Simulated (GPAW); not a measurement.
Band structure of Ca (Fm-3m, 1 atom in the cell).

```
Ca
1.0
    0.00000     2.79000     2.79000
    2.79000     0.00000     2.79000
    2.79000     2.79000     0.00000
Ca
1
Direct
  0.00000   0.00000   0.00000
```

Level of theory: PBE, GPAW PAW datasets PBE (gpaw-data 1.0.1) (plane waves; GPAW).

Settings: mode = pw; ecut = 600 eV; xc = PBE; kpts = 8 8 8; mesh shift (steps) = 0 0 0; occupations.name = methfessel-paxton; occupations.width = 0.2 eV; occupations.order = 0; nbands = -5; symmetry.symmorphic = false; symmetry.tolerance = 0.0005; maxiter = 100; bandpath_npoints = 40.

The starting cell has typed, rounded lattice constants, without a prior relaxation at this level.

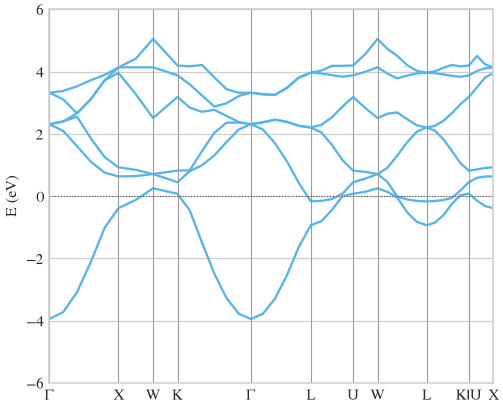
*Bands along the path, energies from the Fermi level.*

Levels in eV from the Fermi level, bands 2 to 9:
```csv
point,2,3,4,5,6,7,8,9
Γ,-23.01,-23.01,-23.01,-3.95,2.31,2.31,2.31,3.32
X,-23.12,-23.05,-23.05,-0.39,0.63,0.92,3.96,4.13
W,-23.09,-23.09,-23.05,0.25,0.71,0.71,2.51,4.14
K,-23.10,-23.08,-23.04,0.07,0.45,0.82,3.18,3.88
L,-23.13,-23.02,-23.02,-0.94,-0.17,2.20,2.20,3.96
U,-23.10,-23.08,-23.04,0.07,0.45,0.82,3.18,3.88
```

Bands cross the Fermi level along this path, so the cell is metallic at this level.
